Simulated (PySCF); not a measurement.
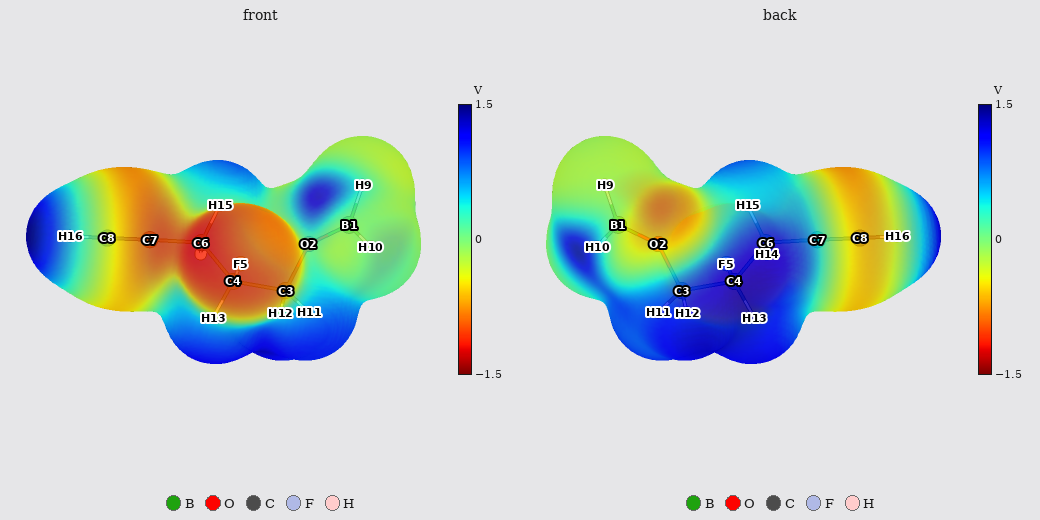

Figure 1: C5H8BFO. The electrostatic potential painted on the density surface at 0.002 e/bohr³, seen from the front and from behind; the colour scale runs from red (negative) to blue (positive).

Geometry: GFN2-xTB.

All numbers below come from CAM-B3LYP/def2-SVPD, SCF density, gas phase (PySCF).

```xyz
16

B     2.6110    1.2036    0.0398
O     1.7380    0.2923   -0.3620
C     1.2306   -0.7361    0.4483
C    -0.2473   -0.4875    0.7790
F    -0.3195    0.5315    1.7080
C    -1.0590   -0.1036   -0.4607
C    -2.4773   -0.0546   -0.1709
C    -3.6425   -0.0244    0.0968
H     2.8914    2.0094   -0.7622
H     3.0853    1.1924    1.1200
H     1.7922   -0.8114    1.3880
H     1.3163   -1.6794   -0.1032
H    -0.6705   -1.3725    1.2732
H    -0.8696   -0.8399   -1.2454
H    -0.7197    0.8751   -0.8096
H    -4.6671    0.0141    0.3169
```

Which sites attract a positive test charge, and which a negative one?

A positive charge is drawn to the negative regions and a negative charge to the positive ones. The most negative region (about −1.1 V, or −25 kcal/mol for a unit charge) lies over F5, the most positive (about +1.4 V, or +32 kcal/mol for a unit charge) over H16.
